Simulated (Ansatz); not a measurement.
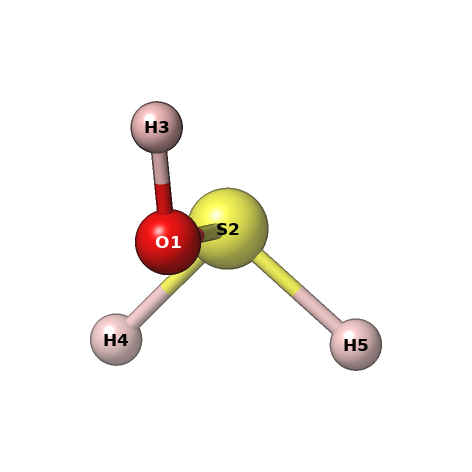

S2 lies behind O1. The molecule seen a little off the O1–S2 bond, O1 in front. Depth is shown by fading: the farther an atom, the more it takes the colour of the background. Charge +1, singlet. The geometry was computed by an optimisation with PBE-D4/def2-SVP. No frequency run is at hand to confirm it as a minimum.

Question: What is the torsion angle H3–O1–S2–H4? The sign is positive where the front bond must turn clockwise to cover the back bond.

Answer: −133°, anticlinal.
